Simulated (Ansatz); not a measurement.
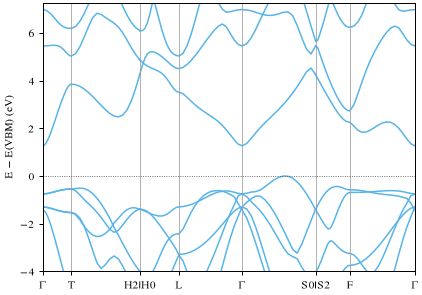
Figure: Band structure from PBEsol in the plane-wave PAW code Ansatz

Q: Read off the gap and where the band edges lie.

A: About 1.3 eV (1.26 eV by a search for the band edges); maximum on the Γ–S0 line, 59 % of the way from Γ, minimum at Γ.

Q: Pick the material that matches.
(A) B6P, R-3m (B on 18h, B on 18h, P on 6c)
(B) CdSiN2, R-3m (Cd on 3a, Si on 3b, N on 6c)
(C) SiBCN, R3m (B on 3a, N on 3a, Si on 3a, C on 3a)
(D) NbCuN2, R-3m (Nb on 3b, Cu on 3a, N on 6c)

A: B, CdSiN2, R-3m (Cd on 3a, Si on 3b, N on 6c)

The start of the workflow was typed in or built on a structure type; neither database checked (COD, Materials Project) lists it. Whether it is the stable phase at ambient conditions was not checked. Symmetry was held in the PBEsol relaxation; its stability against distortions is not shown here. Spin–orbit coupling is left out wherever it is not named.

Potentials: the earlier of the program's two PAW sets. The files were generated under PBE; for other functionals the program regenerates the frozen cores, and for LDA and PBEsol the local potential too.
